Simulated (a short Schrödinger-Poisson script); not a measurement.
Stack: MOS inversion layer, Al2O3 on p-type Ge(111), at 400 K.

```
layer  material  thickness (nm)  Na (cm⁻³)
-----  --------  --------------  ---------
1         Al2O3             5.9          -
2            Ge             220     3.5e18
```

Constants are typed, rounded textbook-type inputs, not results; the design itself was drawn at random and stands for no fabricated device. Al2O3: permittivity 9, conduction-band edge (eV) 2.65, gap (eV) 6.8, electron mass (mₑ) 0.3. Ge: permittivity 16, conduction-band edge (eV) 0, gap (eV) 0.664, Nv at 300 K (cm⁻³) 6e18.

Channel valleys (confinement mass, in-plane density-of-states mass, number): L1 1.59, 0.08, 1; L3 0.09, 0.34, 3. At the gate the conduction-band edge of layer 1 lies 2.99 eV − eVg above the Fermi level of the channel; the field vanishes at the back. Gaps are held at their typed values at every temperature. Mesh 0.03 nm at interfaces.

Solved with a short Schrödinger-Poisson script written for these runs: 1D Poisson equation in equilibrium, electrons quantum, Hartree (BenDaniel-Duke, 12 states a valley, the channel's in-plane mass for all, wave functions free to enter the dielectric), parabolic valleys, classical holes, full ionisation, no traps, pinning or gate leakage.

Only gate voltages with over 1e8 electrons/cm² are shown.

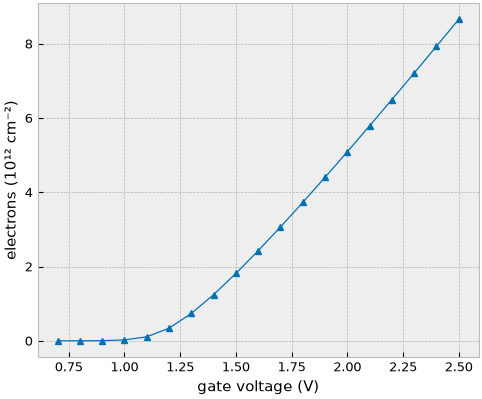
Figure: Sheet density against gate voltage

| Vg (V) | electrons (cm⁻²) | C (μF/cm²) | L1 E0 (meV) | L1 E1 (meV) | L3 E0 (meV) | L3 E1 (meV) |
|---|---|---|---|---|---|---|
| 0.7 | 2.70e8 | 0.581 | 308.5 | 374.2 | 415.4 | 554.4 |
| 0.9 | 5.35e9 | 0.545 | 200.6 | 273.8 | 318.8 | 483.2 |
| 1.1 | 1.09e11 | 0.639 | 93.1 | 172.7 | 220.6 | 404.8 |
| 1.3 | 7.38e11 | 0.925 | 20.1 | 105.2 | 154.8 | 350.8 |
| 1.5 | 1.82e12 | 1.05 | -20.7 | 69.2 | 119.8 | 322.7 |
| 1.7 | 3.07e12 | 1.10 | -49.2 | 45.6 | 97.0 | 305.3 |
| 1.9 | 4.40e12 | 1.13 | -71.9 | 28.1 | 80.1 | 293.1 |
| 2.1 | 5.79e12 | 1.15 | -91.1 | 14.3 | 66.7 | 284.1 |
| 2.3 | 7.21e12 | 1.17 | -108.0 | 2.8 | 55.6 | 277.3 |
| 2.5 | 8.66e12 | 1.18 | -123.2 | -7.0 | 46.1 | 272.0 |

Subbands count from the Fermi level.

Only the L valleys are kept; under strong confinement the Δ valleys of Ge fill too.
